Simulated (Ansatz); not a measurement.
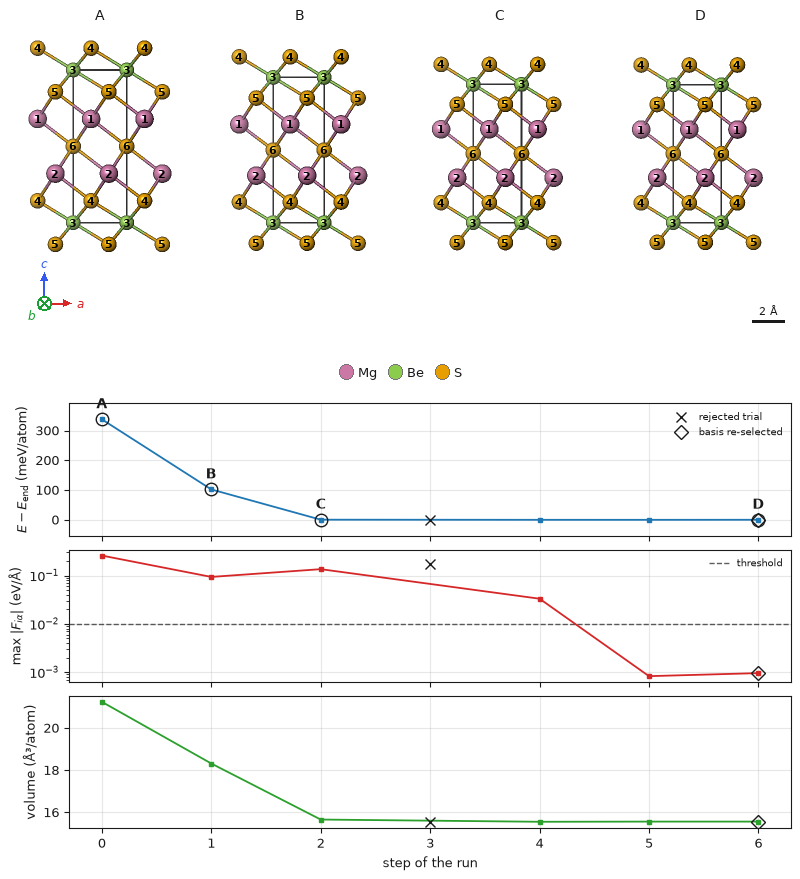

Frames of a relaxation of a crystal of Mg₂BeS₃ (built on the K2NaCl3-164 type type), marked on the history of the run. Style: ball-and-stick. Shown: the cell of the calculation, along the b axis.

Theory: DFT, PBEsol, plane waves, PAW (Ansatz). (plane-wave cutoff 420 eV; k-point mesh 6 × 6 × 2; occupations fermi dirac; smearing width 0.03 eV; no spin polarisation; cell and atoms relaxed; force threshold 0.01 eV/Å; at most 120 steps)

Question: What happens along the run?

Answer: The largest moves relative to the cell, 0.034 Å, are those of Mg1 and Mg2. Mg1 goes along −c. Largest moves by element: Mg 0.034 Å, S 0.003 Å. Be stays in place. Cell: a = b 3.904 → 3.516 Å (−9.9 %), c 9.655 → 8.720 Å (−9.7 %). Volume −26.7 %. Some distances before and after: Mg1–S6 2.840 → 2.541 Å, Mg1–S5 2.834 → 2.574 Å, Be3–S4 2.643 → 2.384 Å. The space group stays P-3m1 (No. 164). The energy falls by 338 meV per atom in 4 accepted moves (6 points after the start). Largest force component: 0.26 eV/Å at the start, 0.00096 eV/Å at the end. The pressure goes from −14.60 to 0.01 GPa. The line search rejected the trial step at point 3 of the run. At 1 point the geometry stayed and the basis and grid were re-selected for the new cell (energy shift of 0.2 meV per atom at most each time). Cost: 8.8 s on 2 threads of Arm Neoverse V1 (shared host), peak memory 0.39 GiB. From step 0 to 1: Mg atoms move most (0.02 Å), volume −13.8 %, energy −236 meV per atom. From step 1 to 2: S atoms move most (0.02 Å), volume −14.5 %, energy −102 meV per atom. From step 2 to 6: volume −0.6 %, energy −0.3 meV per atom.
